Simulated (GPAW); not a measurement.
Two runs for the La L₃ edge of atom 1 in LaS (Fm-3m). Run A: GPAW, LDA, excited-electron core hole (neutral cell), 12-atom cell with 7.2 Å between holes, 3×3×3 k points, dipole transitions, Gaussian full width 3.41 eV up to 4 eV, rising linearly to 3.5 eV at 25 eV, without spin-orbit coupling. Run B differs in one choice.

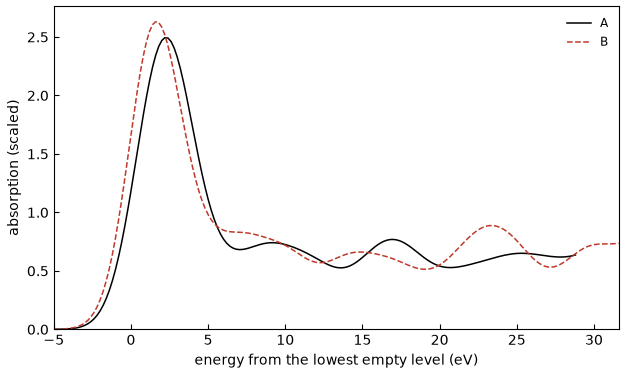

Energy from the lowest empty level; intensity scaled to a mean of 1 over the first 20 eV.

Q: What was changed?
a) the volume of the cell
b) the plane-wave cutoff
c) the broadening
d) the size of the supercell

(d): run B changes the supercell atoms from 12 to 2, and the k mesh follows the cell. The scaled spectrum changes by 19 % r.m.s. A shift of -0.6 eV leaves 11 %. The highest intensity below 24 eV goes from 2.2 eV (2.49) to 1.6 eV (2.63). Other settings could leave a like mark; this is the one that was changed.

[Hosts, paths, dates, database ids (printed as entryN), source tags and the programs' standing remarks are cut or masked in the printed files.]

[Lists of maxima count a maximum above −3 eV only where it reaches 4 % of the highest in the window and stands out from its surroundings by 2 % of it (1.5 % where it reaches 55 %); shoulders and weaker maxima are passed over, and of the rest the first, up to two pre-edge ones and the few strongest are named.]
